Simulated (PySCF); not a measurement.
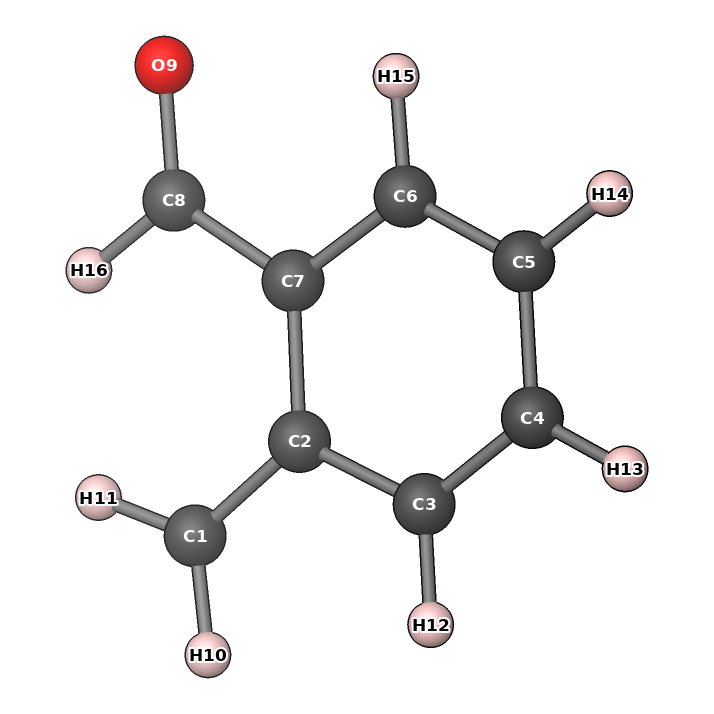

The species is neutral and a spin doublet. Computed geometry: GFN2-xTB optimisation. No frequency run is at hand to confirm it as a minimum. Level of theory: UKS B3LYP, pcH-1 on C H O, non-relativistic (PySCF 2.14.0).

Give the isotropic hyperfine couplings (Fermi-contact term alone) of C1, C2, C3, C4, C5, C6, C7, C8, O9, H10, H11, H12, H13, H14, H15, H16.

```
atom  isotope  a_iso (MHz)
  C1      13C         56.4
  C2      13C        −40.7
  C3      13C         23.4
  C4      13C        −20.8
  C5      13C         24.3
  C6      13C        −20.7
  C7      13C         24.5
  C8      13C        −11.5
  O9      17O         −5.3
 H10       1H        −43.2
 H11       1H        −43.3
 H12       1H        −15.4
 H13       1H          6.7
 H14       1H        −17.9
 H15       1H          6.3
 H16       1H         −0.6
```
